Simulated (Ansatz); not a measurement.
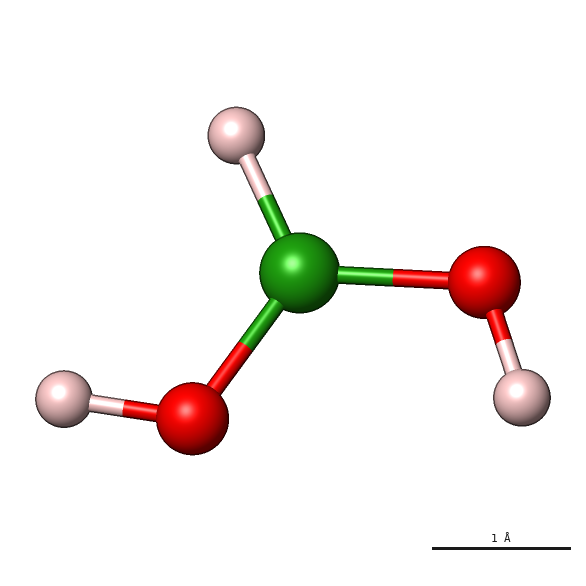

Every bond is drawn as one stick, whatever its order. Colours: boron green, hydrogen pink, oxygen red.

Describe the molecule.

It has 6 atoms: 1 boron, 3 hydrogen and 2 oxygen (BH3O2). The point group is Cs. All atoms lie on one plane. Coordination: 1 B trigonal planar; 2 O bent.

More results for the same structure follow; atom numbers are the same in all pictures, views and colours differ. The geometry was computed by an optimisation with PBE0-D4/def2-TZVP.

### Vibrations

Harmonic vibrations computed with RKS PBE0-D4/def2-TZVP (Ansatz 0.2.0) at a stationary point of the same level.

How many vibrational modes are there, and where do they lie?

Answer. 12 modes: 476, 531, 636, 927, 965, 1008, 1113, 1248, 1467, 2627, 3854, 3916 cm⁻¹.

### Dipole moment

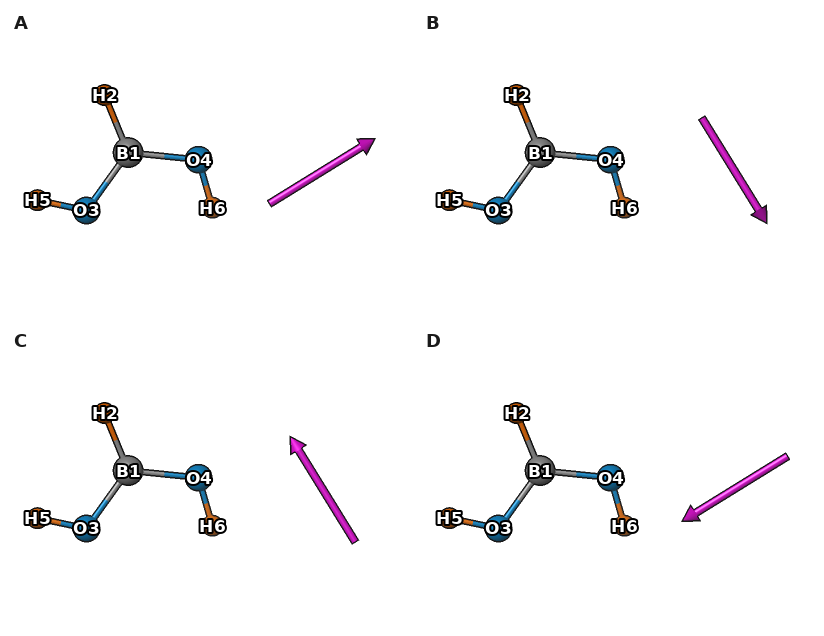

The same molecule four times, each with an arrow. Properties computed with RKS PBE0-D4/def2-TZVP (Ansatz 0.2.0).

Which arrow points along the dipole moment, from the negative to the positive end?

Answer. D. The dipole moment is 1.57 D; it points from the side of O4 to the side of H5 (the outermost atoms at the two ends).

### Charges

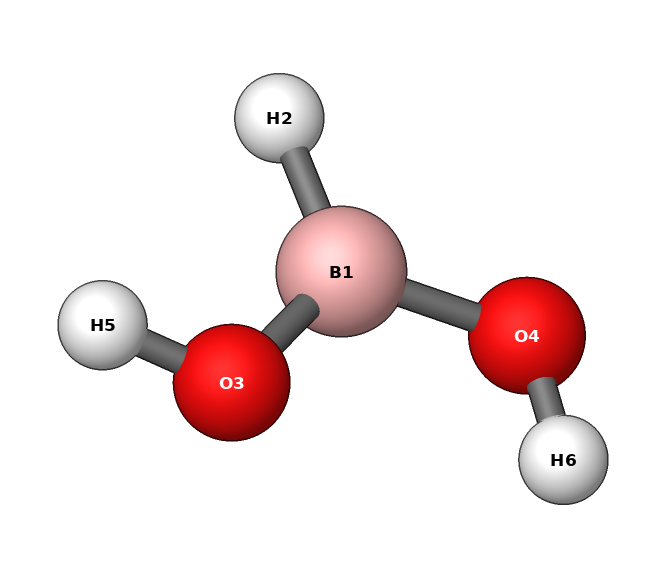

The questions are on Mulliken charges. Level of theory: RKS PBE0-D4/def2-TZVP (Ansatz 0.2.0).

Which atom carries the highest charge (most positive or least negative)?

Answer. H5 (0.34 e).

And the lowest?

Answer. O3, O4 (−0.42 e).

List the Mulliken charges.

```csv
atom,value (e)
B1,0.20
H2,−0.02
O3,−0.42
O4,−0.42
H5,0.34
H6,0.33
```

Mulliken values depend strongly on the basis set and can even reverse the polarity of a bond.
